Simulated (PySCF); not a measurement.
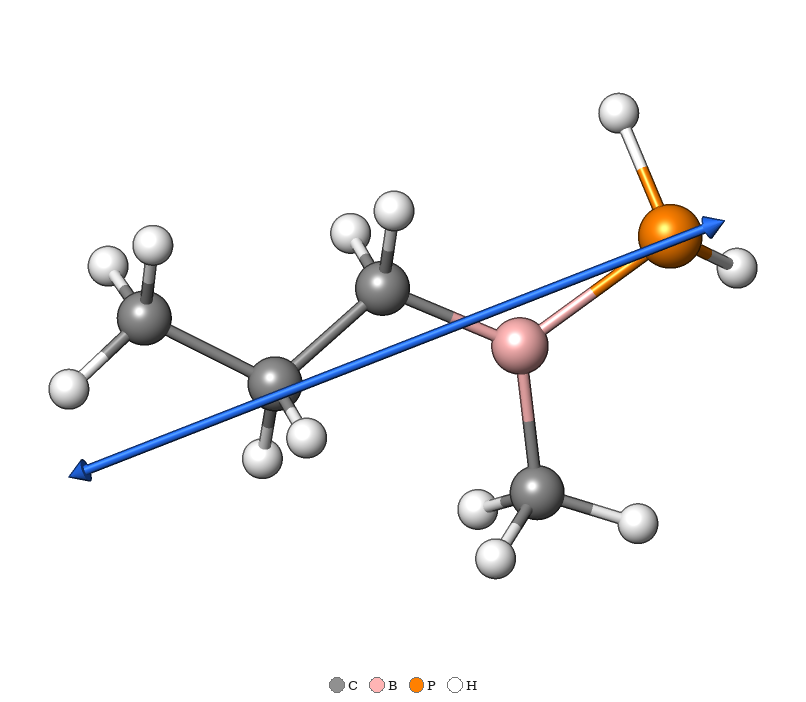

The double arrow shows the direction of the transition dipole to excited singlet state 7 (its length means nothing). The computed structure is the end point of a PBE0-D3(BJ)/def2-SVP optimisation. No frequency run is at hand to confirm it as a minimum. Method: TDDFT CAM-B3LYP/def2-SVPD, vertical, gas phase, core orbitals frozen in the response (PySCF 2.14.0).

Question. Where does the transition lie, and how strong is it?

Answer. 7.72 eV (161 nm), oscillator strength 0.16, of mixed character, with the largest part HOMO → LUMO+7 (weight 0.48); transition dipole 2.30 D.
